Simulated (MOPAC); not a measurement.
Geometry relaxation of BH3O3 (part 2 of 2)

Continued. System: BH3O3. Method: PM6-D3H4, closed shell, dispersion D3H4 (MOPAC 23.2.5). The atoms were displaced at random from an optimised geometry.

Geometry of the input (Å):
```
O  -1.1085  0.7808  0.3318
B  -0.0226  0.0083  0.2223
O  0.4886  -0.4624  1.3997
O  0.5944  -0.3706  -0.9407
H  -1.4651  1.1259  -0.4985
H  1.2617  -1.0340  1.2750
H  0.2241  -0.0163  -1.7531
```

### Trajectory as extended XYZ, continued
```
7
Properties=species:S:1:pos:R:3:forces:R:3 step=9 energy=-9.70054
O    -1.1286    0.7975    0.3149   -0.0233   0.0326  -0.0163
B    -0.0204   -0.0031    0.2364   -0.0164   0.0219  -0.0720
O     0.5058   -0.4769    1.4027    0.0683  -0.0602   0.0450
O     0.5912   -0.3551   -0.9546    0.0169  -0.0320   0.1354
H    -1.5083    1.1685   -0.4555   -0.0185  -0.0008   0.0451
H     1.2747   -1.0420    1.3243   -0.0420   0.0359  -0.0248
H     0.2714   -0.0841   -1.7809    0.0151   0.0025  -0.1124
7
Properties=species:S:1:pos:R:3:forces:R:3 step=11 energy=-9.70273
O    -1.1306    0.7980    0.3209   -0.0078   0.0196  -0.0123
B    -0.0233    0.0006    0.2298   -0.0172   0.0044   0.0043
O     0.5025   -0.4771    1.3978    0.0133  -0.0022   0.0070
O     0.5978   -0.3569   -0.9514    0.0003  -0.0177   0.0199
H    -1.5250    1.1840   -0.4290   -0.0096  -0.0028  -0.0041
H     1.2731   -1.0343    1.3159    0.0118  -0.0102  -0.0187
H     0.2939   -0.1135   -1.7944    0.0092   0.0089   0.0040
7
Properties=species:S:1:pos:R:3:forces:R:3 step=12 energy=-9.70289
O    -1.1312    0.7986    0.3201    0.0003   0.0128  -0.0021
B    -0.0240    0.0010    0.2303   -0.0134   0.0011   0.0150
O     0.5033   -0.4776    1.3980   -0.0049   0.0119  -0.0067
O     0.5981   -0.3573   -0.9501   -0.0047  -0.0135  -0.0027
H    -1.5259    1.1841   -0.4293   -0.0103  -0.0017  -0.0088
H     1.2736   -1.0347    1.3115    0.0196  -0.0161  -0.0140
H     0.2947   -0.1134   -1.7941    0.0134   0.0056   0.0192
7
Properties=species:S:1:pos:R:3:forces:R:3 step=13 energy=-9.70310
O    -1.1324    0.8000    0.3183    0.0099   0.0040   0.0111
B    -0.0255    0.0017    0.2319   -0.0072   0.0005   0.0148
O     0.5051   -0.4782    1.3985   -0.0124   0.0151  -0.0215
O     0.5983   -0.3585   -0.9475   -0.0159  -0.0045  -0.0228
H    -1.5272    1.1833   -0.4321   -0.0068  -0.0040  -0.0074
H     1.2752   -1.0368    1.3016    0.0127  -0.0107  -0.0010
H     0.2957   -0.1112   -1.7920    0.0197  -0.0005   0.0268
7
Properties=species:S:1:pos:R:3:forces:R:3 step=15 energy=-9.70319
O    -1.1329    0.8011    0.3185    0.0036   0.0078   0.0032
B    -0.0266    0.0022    0.2324    0.0005   0.0006  -0.0081
O     0.5058   -0.4783    1.3971    0.0076  -0.0047   0.0094
O     0.5985   -0.3594   -0.9462   -0.0166  -0.0043   0.0047
H    -1.5294    1.1824   -0.4331    0.0019  -0.0108   0.0032
H     1.2764   -1.0380    1.2977   -0.0075   0.0050   0.0011
H     0.2997   -0.1113   -1.7894    0.0104   0.0063  -0.0134
7
Properties=species:S:1:pos:R:3:forces:R:3 step=16 energy=-9.70322
O    -1.1329    0.8014    0.3187    0.0041   0.0068   0.0024
B    -0.0267    0.0022    0.2324    0.0024   0.0002  -0.0085
O     0.5058   -0.4783    1.3971    0.0090  -0.0062   0.0084
O     0.5982   -0.3595   -0.9462   -0.0157  -0.0048   0.0087
H    -1.5296    1.1814   -0.4335    0.0008  -0.0094   0.0029
H     1.2765   -1.0381    1.2975   -0.0092   0.0064   0.0012
H     0.3007   -0.1108   -1.7895    0.0087   0.0070  -0.0151
7
Properties=species:S:1:pos:R:3:forces:R:3 step=17 energy=-9.70334
O    -1.1315    0.8048    0.3206    0.0041  -0.0003  -0.0093
B    -0.0275    0.0019    0.2328    0.0104   0.0004   0.0008
O     0.5065   -0.4785    1.3970    0.0023  -0.0045  -0.0014
O     0.5938   -0.3610   -0.9464    0.0086  -0.0148   0.0117
H    -1.5323    1.1676   -0.4392   -0.0138   0.0070   0.0036
H     1.2769   -1.0381    1.2972   -0.0045   0.0033   0.0002
H     0.3147   -0.1029   -1.7913   -0.0072   0.0090  -0.0056
7
Properties=species:S:1:pos:R:3:forces:R:3 step=19 energy=-9.70339
O    -1.1319    0.8039    0.3199    0.0061   0.0018  -0.0021
B    -0.0272    0.0024    0.2326    0.0027  -0.0015  -0.0011
O     0.5063   -0.4785    1.3970   -0.0012   0.0008   0.0007
O     0.5951   -0.3613   -0.9460    0.0003  -0.0070  -0.0028
H    -1.5330    1.1718   -0.4366   -0.0076   0.0010   0.0016
H     1.2767   -1.0377    1.2964   -0.0001  -0.0005   0.0021
H     0.3116   -0.1041   -1.7910   -0.0002   0.0053   0.0016
7
Properties=species:S:1:pos:R:3:forces:R:3 step=20 energy=-9.70342
O    -1.1316    0.8040    0.3197    0.0068   0.0038  -0.0002
B    -0.0269    0.0027    0.2325   -0.0035  -0.0041   0.0004
O     0.5062   -0.4785    1.3970   -0.0040   0.0050   0.0001
O     0.5950   -0.3624   -0.9460   -0.0009  -0.0006  -0.0120
H    -1.5350    1.1715   -0.4355   -0.0036  -0.0019   0.0015
H     1.2766   -1.0373    1.2964    0.0032  -0.0035   0.0026
H     0.3127   -0.1013   -1.7908    0.0020   0.0014   0.0076
7
Properties=species:S:1:pos:R:3:forces:R:3 step=22 energy=-9.70346
O    -1.1302    0.8049    0.3198    0.0038   0.0039   0.0000
B    -0.0266    0.0021    0.2321   -0.0034  -0.0021   0.0006
O     0.5060   -0.4779    1.3972    0.0001  -0.0001  -0.0003
O     0.5936   -0.3645   -0.9469    0.0029   0.0028  -0.0016
H    -1.5392    1.1670   -0.4347   -0.0010  -0.0020   0.0005
H     1.2765   -1.0369    1.2988   -0.0007  -0.0008  -0.0004
H     0.3172   -0.0932   -1.7903   -0.0016  -0.0017   0.0012
7
Properties=species:S:1:pos:R:3:forces:R:3 step=23 energy=-9.70346
O    -1.1302    0.8050    0.3198    0.0034   0.0032  -0.0001
B    -0.0268    0.0020    0.2321   -0.0014  -0.0007   0.0002
O     0.5060   -0.4779    1.3972    0.0002  -0.0011  -0.0002
O     0.5937   -0.3642   -0.9468    0.0024   0.0013   0.0003
H    -1.5389    1.1671   -0.4348   -0.0017  -0.0014   0.0002
H     1.2765   -1.0369    1.2986   -0.0010  -0.0005  -0.0002
H     0.3169   -0.0938   -1.7903   -0.0019  -0.0009  -0.0003
7
Properties=species:S:1:pos:R:3:forces:R:3 step=24 energy=-9.70346
O    -1.1301    0.8051    0.3198    0.0021   0.0024   0.0005
B    -0.0270    0.0018    0.2321    0.0020   0.0009  -0.0006
O     0.5060   -0.4779    1.3972   -0.0002  -0.0020   0.0002
O     0.5938   -0.3640   -0.9468    0.0012   0.0001   0.0016
H    -1.5389    1.1670   -0.4348   -0.0022  -0.0008  -0.0004
H     1.2765   -1.0370    1.2985   -0.0010  -0.0003  -0.0001
H     0.3166   -0.0943   -1.7903   -0.0019  -0.0003  -0.0011
7
Properties=species:S:1:pos:R:3:forces:R:3 step=26 energy=-9.70346
O    -1.1297    0.8056    0.3198    0.0000   0.0006   0.0001
B    -0.0271    0.0016    0.2320    0.0050   0.0037   0.0006
O     0.5059   -0.4780    1.3971   -0.0022  -0.0014  -0.0004
O     0.5942   -0.3639   -0.9468   -0.0021  -0.0006  -0.0003
H    -1.5402    1.1658   -0.4346   -0.0009  -0.0005  -0.0002
H     1.2763   -1.0370    1.2986    0.0005  -0.0011   0.0000
H     0.3160   -0.0945   -1.7903   -0.0004  -0.0006   0.0002
7
Properties=species:S:1:pos:R:3:forces:R:3 step=27 energy=-9.70347
O    -1.1296    0.8057    0.3198    0.0000   0.0002   0.0000
B    -0.0270    0.0017    0.2320    0.0038   0.0031   0.0007
O     0.5058   -0.4781    1.3971   -0.0019  -0.0009  -0.0004
O     0.5942   -0.3639   -0.9468   -0.0021  -0.0005  -0.0009
H    -1.5407    1.1652   -0.4346   -0.0003  -0.0003   0.0000
H     1.2763   -1.0371    1.2986    0.0006  -0.0011  -0.0001
H     0.3159   -0.0945   -1.7903   -0.0001  -0.0006   0.0006
7
Properties=species:S:1:pos:R:3:forces:R:3 step=28 energy=-9.70347
O    -1.1295    0.8058    0.3198    0.0011   0.0010   0.0006
B    -0.0266    0.0022    0.2321   -0.0013  -0.0015   0.0000
O     0.5056   -0.4783    1.3972    0.0004   0.0008  -0.0001
O     0.5941   -0.3639   -0.9468   -0.0008   0.0005  -0.0011
H    -1.5414    1.1642   -0.4348    0.0004   0.0002   0.0002
H     1.2763   -1.0372    1.2987   -0.0002  -0.0005  -0.0002
H     0.3157   -0.0945   -1.7903    0.0003  -0.0004   0.0008
7
Properties=species:S:1:pos:R:3:forces:R:3 step=30 energy=-9.70347
O    -1.1295    0.8058    0.3198    0.0006   0.0007   0.0004
B    -0.0267    0.0020    0.2321    0.0002   0.0001   0.0000
O     0.5057   -0.4783    1.3972    0.0002  -0.0002  -0.0002
O     0.5941   -0.3639   -0.9468   -0.0007  -0.0004  -0.0003
H    -1.5412    1.1643   -0.4348    0.0001   0.0002   0.0001
H     1.2763   -1.0372    1.2987   -0.0003  -0.0004  -0.0001
H     0.3159   -0.0945   -1.7903   -0.0002  -0.0001   0.0000
7
Properties=species:S:1:pos:R:3:forces:R:3 step=31 energy=-9.70347
O    -1.1295    0.8058    0.3198    0.0006   0.0007   0.0004
B    -0.0267    0.0020    0.2321    0.0001   0.0000   0.0000
O     0.5057   -0.4783    1.3972    0.0003  -0.0002  -0.0002
O     0.5941   -0.3639   -0.9468   -0.0006  -0.0005  -0.0001
H    -1.5412    1.1643   -0.4348    0.0001   0.0003   0.0001
H     1.2763   -1.0372    1.2987   -0.0003  -0.0003  -0.0001
H     0.3158   -0.0945   -1.7902   -0.0002   0.0000  -0.0001
7
Properties=species:S:1:pos:R:3:forces:R:3 step=32 energy=-9.70347
O    -1.1295    0.8059    0.3198    0.0006   0.0008   0.0004
B    -0.0267    0.0021    0.2321   -0.0001  -0.0001  -0.0001
O     0.5057   -0.4783    1.3972    0.0005  -0.0003  -0.0002
O     0.5941   -0.3639   -0.9468   -0.0004  -0.0006   0.0002
H    -1.5413    1.1642   -0.4348    0.0001   0.0003   0.0001
H     1.2762   -1.0373    1.2987   -0.0004  -0.0002  -0.0001
H     0.3159   -0.0945   -1.7902   -0.0003   0.0000  -0.0003
7
Properties=species:S:1:pos:R:3:forces:R:3 step=34 energy=-9.70347
O    -1.1295    0.8059    0.3198    0.0006   0.0007   0.0003
B    -0.0267    0.0021    0.2321    0.0000   0.0000   0.0000
O     0.5057   -0.4782    1.3972    0.0001  -0.0003  -0.0002
O     0.5941   -0.3639   -0.9468   -0.0005  -0.0005  -0.0002
H    -1.5413    1.1642   -0.4348    0.0002   0.0003   0.0002
H     1.2762   -1.0374    1.2987   -0.0001  -0.0002  -0.0001
H     0.3159   -0.0945   -1.7903   -0.0002  -0.0001   0.0000
7
Properties=species:S:1:pos:R:3:forces:R:3 step=35 energy=-9.70347
O    -1.1295    0.8058    0.3198    0.0006   0.0008   0.0004
B    -0.0267    0.0021    0.2321    0.0000   0.0000   0.0000
O     0.5057   -0.4782    1.3972    0.0001  -0.0003  -0.0002
O     0.5941   -0.3639   -0.9468   -0.0006  -0.0005  -0.0001
H    -1.5413    1.1643   -0.4348    0.0001   0.0003   0.0001
H     1.2761   -1.0374    1.2987   -0.0001  -0.0002  -0.0001
H     0.3159   -0.0945   -1.7903   -0.0002  -0.0001  -0.0001
7
Properties=species:S:1:pos:R:3:forces:R:3 step=36 energy=-9.70347
O    -1.1295    0.8058    0.3198    0.0006   0.0008   0.0003
B    -0.0267    0.0021    0.2321    0.0000   0.0000   0.0000
O     0.5057   -0.4782    1.3972    0.0001  -0.0004  -0.0001
O     0.5941   -0.3639   -0.9468   -0.0006  -0.0004  -0.0003
H    -1.5413    1.1642   -0.4348    0.0002   0.0003   0.0001
H     1.2761   -1.0374    1.2987   -0.0001  -0.0002  -0.0001
H     0.3159   -0.0945   -1.7903   -0.0002  -0.0001   0.0000
7
Properties=species:S:1:pos:R:3:forces:R:3 step=38 energy=-9.70347
O    -1.1295    0.8058    0.3198    0.0006   0.0008   0.0002
B    -0.0267    0.0021    0.2321    0.0000   0.0001   0.0000
O     0.5058   -0.4782    1.3972    0.0000  -0.0006   0.0000
O     0.5941   -0.3639   -0.9468   -0.0008  -0.0003  -0.0008
H    -1.5414    1.1642   -0.4348    0.0004   0.0002   0.0003
H     1.2760   -1.0376    1.2986    0.0001   0.0000  -0.0001
H     0.3159   -0.0945   -1.7903   -0.0001  -0.0002   0.0005
7
Properties=species:S:1:pos:R:3:forces:R:3 step=39 energy=-9.70347
O    -1.1295    0.8058    0.3198    0.0006   0.0008   0.0004
B    -0.0267    0.0021    0.2321    0.0000   0.0000   0.0000
O     0.5057   -0.4782    1.3972    0.0001  -0.0003  -0.0002
O     0.5941   -0.3639   -0.9468   -0.0006  -0.0005  -0.0002
H    -1.5413    1.1642   -0.4348    0.0002   0.0003   0.0001
H     1.2761   -1.0374    1.2987   -0.0001  -0.0002  -0.0001
H     0.3159   -0.0945   -1.7903   -0.0002  -0.0001   0.0000
```

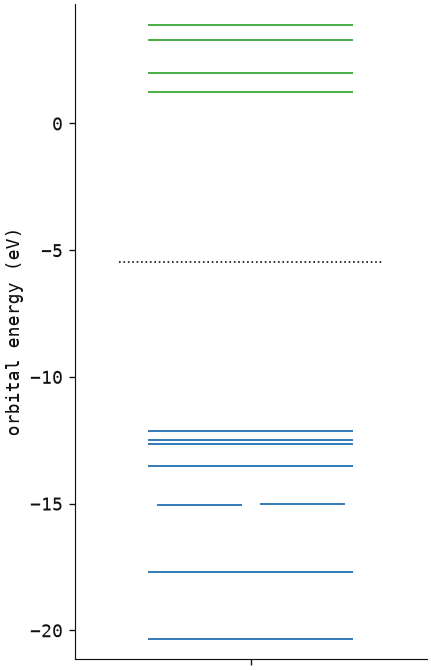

Figure 1. Orbital energies near the frontier; the dotted line parts filled from empty levels, and levels within 0.02 eV of each other stand side by side. Highest filled −12.14 eV, lowest empty 1.23 eV, 13.37 eV apart.

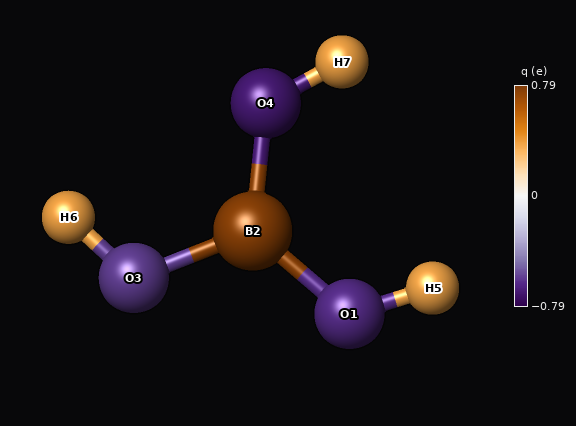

Figure 2. Mulliken charges, as the colour of each atom (ball-and-stick view, seen on its broad side; atoms are numbered from 1 in the order of the input). By element: O −0.68 to −0.58, B +0.75 and H +0.37 to +0.38 e.

### Summary

| quantity | value |
| --- | --- |
| outcome | converged |
| total energy | −35.821739 hartree |
| dispersion energy | −0.000579 hartree |
| heat of formation | −223.77 kcal/mol |
| basis functions | 19 |
| largest force | 0.001 eV/Å |
| HOMO | −12.14 eV |
| LUMO | 1.23 eV |
| dipole moment | 2.91 D |
| peak memory | 0.071 GiB |

### Remarks

Notes on the run: HEAT OF FORMATION IS ESSENTIALLY STATIONARY. MOPAC's energies along a path are heats of formation.
